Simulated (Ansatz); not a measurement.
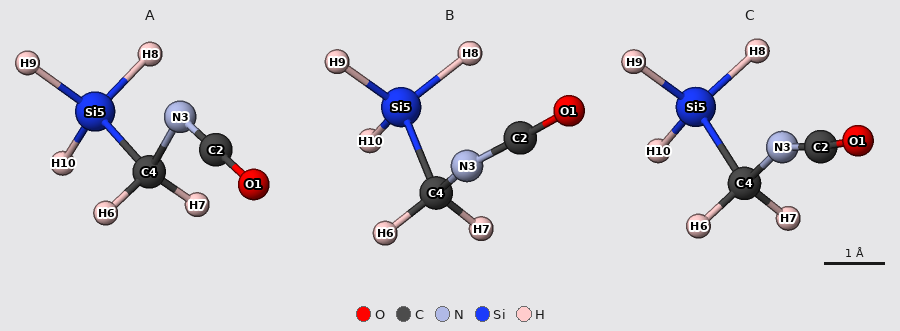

3 geometries from one relaxation of C₂H₅NOSi, in shuffled order. Style: ball-and-stick. Shown from a free direction.

The run prepares an end point of a later path (torsion) calculation, from a guessed geometry.

Method: RKS CAM-B3LYP/def2-SVP in Ansatz 0.2.0. Set-up: no spin polarisation; force threshold 0.015 eV/Å; at most 40 steps.

Question: Order the frames from highest to lowest energy.

Answer: A, C, B. They are steps 0, 7, 31, at +63.6 kJ/mol, +1.90 kJ/mol relative to the last. O1 moves most after the best rigid fit: 1.28 Å. By element the largest moves are O 1.28 Å, N 0.86 Å, H 0.62 Å, C 0.42 Å, Si 0.16 Å. Near-neighbour distances that change, for instance: N3–C4 1.551 → 1.429 Å, C4–Si5 1.825 → 1.903 Å, C4–H7 1.067 → 1.104 Å, C2–N3 1.161 → 1.193 Å. Among the angles between lasting bonds that change: C2–N3–C4 114.4° → 149.7°, H6–C4–H7 111.0° → 106.2°, N3–C4–H6 104.4° → 109.1°. Groups turn about N3–C4 by about 100°. After 27 accepted moves (31 points after the start) the energy has fallen by 63.6 kJ/mol. Largest force component: 6.6 eV/Å at the start, 0.013 eV/Å at the end. The line search rejected the trial steps at points 8, 10, 13, 18 of the run. The forces were under the threshold at step 9, but the run went on from there.
